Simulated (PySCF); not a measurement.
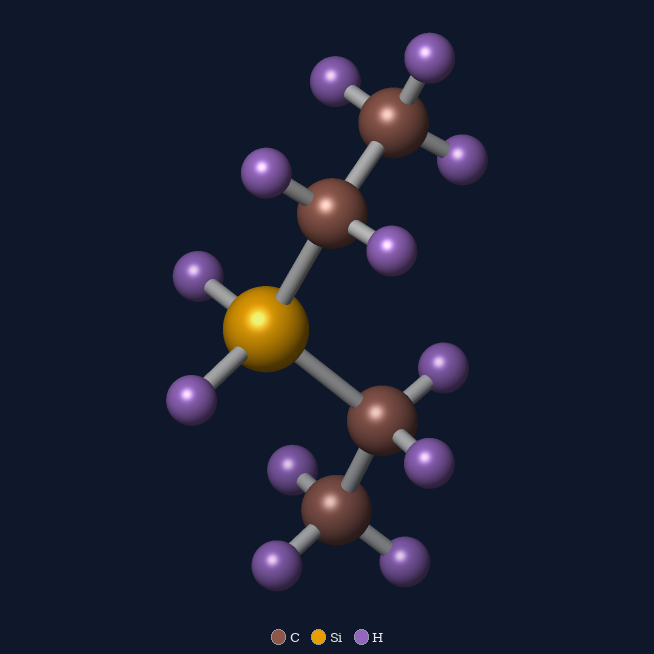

Rendered structure (ball-and-stick style). Every bond is drawn as one stick, whatever its order.

Computed geometry: GFN2-xTB optimisation. No frequency run is at hand to confirm it as a minimum.

**What is the molecular formula?**

C4H12Si, 17 atoms: 4 carbon, 12 hydrogen and 1 silicon.

**Name some functional groups or characteristic bonds that it holds.**

Among them: Si–H bond.

**Give the symmetry (Schoenflies symbol).**

C1.

The parts below concern this one geometry. Atoms keep their numbers from picture to picture.

## Polarisability

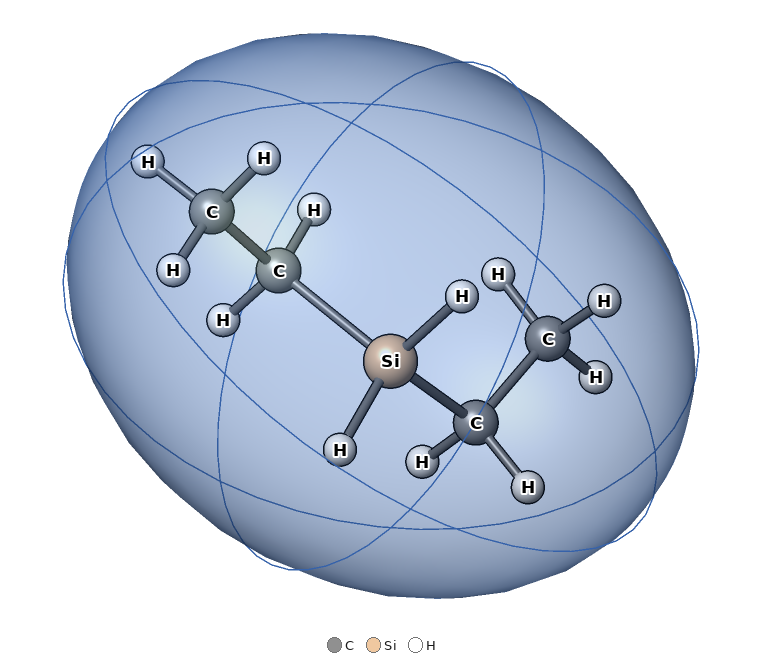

The ellipsoid shows the static dipole polarisability: its half-axes are proportional to the principal values. No frequency run is at hand to confirm it as a minimum. Level of theory: PBE0/def2-SVPD (PySCF 2.14.0).

**How large and how anisotropic is the polarisability?**

Principal values 68.7, 73.6, 89.9 bohr³; mean 77.4 bohr³ (11.46 Å³); anisotropy 19.2 bohr³, so the longest axis is 1.31 times the shortest.

## Excitation

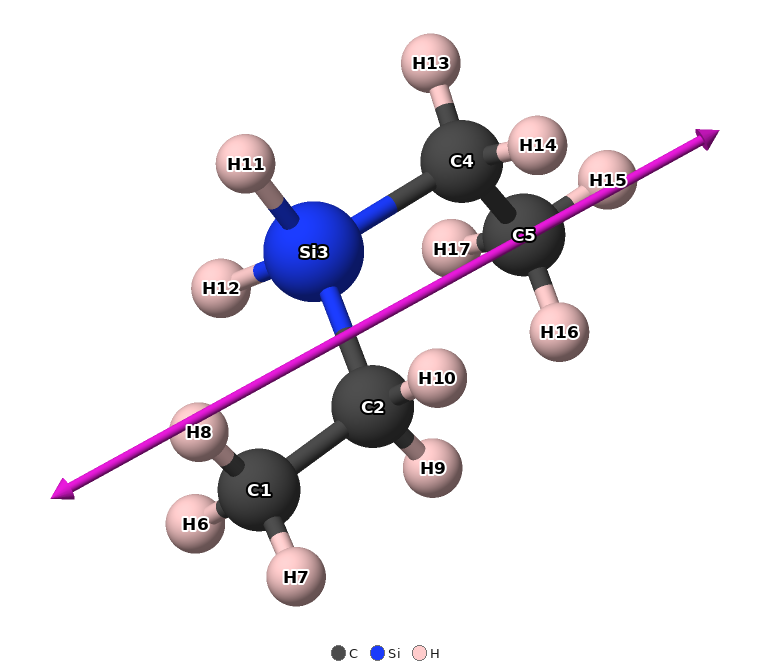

The double arrow shows the direction of the transition dipole to excited singlet state 2 (its length means nothing). No frequency run is at hand to confirm it as a minimum. Method: TDDFT PBE0/def2-SVPD, vertical, gas phase, core orbitals frozen in the response (PySCF 2.14.0).

**Where does the transition lie, and how strong is it?**

7.64 eV (162 nm), oscillator strength 0.020, mainly HOMO → LUMO+1 (weight 0.93); transition dipole 0.82 D.

## NMR shielding

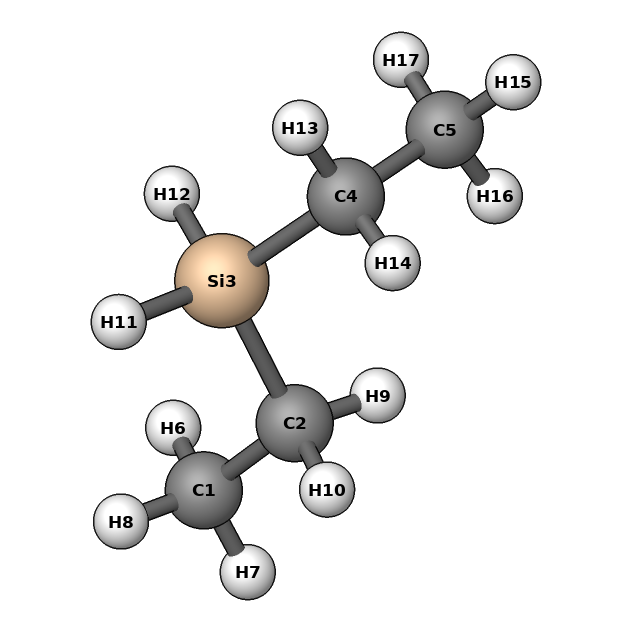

No frequency run is at hand to confirm it as a minimum. Properties computed with GIAO PBE0/pcSseg-1 NMR shielding, non-relativistic, gas phase (PySCF 2.14.0). Principal shieldings σ11 ≤ σ22 ≤ σ33, span Ω = σ33 − σ11, skew κ = 3(σiso − σ22)/Ω.

Give the shielding tensors of the C atoms.

```
atom    σ11    σ22    σ33   σiso     Ω      κ
  C1  167.5  169.8  188.4  175.3  20.9   0.78
  C2  172.0  180.7  192.1  181.6  20.1   0.13
  C4  175.3  181.4  184.6  180.4   9.3  −0.32
  C5  165.7  171.7  187.3  174.9  21.6   0.44
```

Shieldings and span in ppm.

The geometry is semi-empirical. Around Si such bond lengths and angles can be off by a tenth of an ångström or more and by several degrees, and values that hang on the shape move with them.
